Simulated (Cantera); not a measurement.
A closed system holds: 1 mol acetone, 0.23 mol CO2, 0.22 mol NH3, held at 7500000 Pa.

Method: chemical equilibrium by Gibbs-energy minimisation in Cantera with the NASA 1993 tables (ideal gas, pure condensed phases). Candidate condensed phases: C, C6H6, C7H8, C8H18, H2O; 136 gas species. The feed counts by its element totals alone. The ideal-gas law is rough above about 30 bar. Rates play no part.

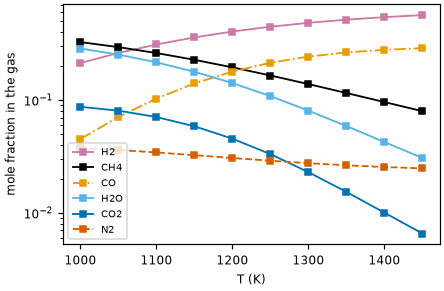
Fig. 1. Equilibrium gas composition (values under 1e-9 drawn at 1e-9)

Task: Read off the mole fractions at 1000 K.

Result: CH4 about 0.33, H2O about 0.29, H2 about 0.21, CO2 about 0.087, CO about 0.045, N2 about 0.038.
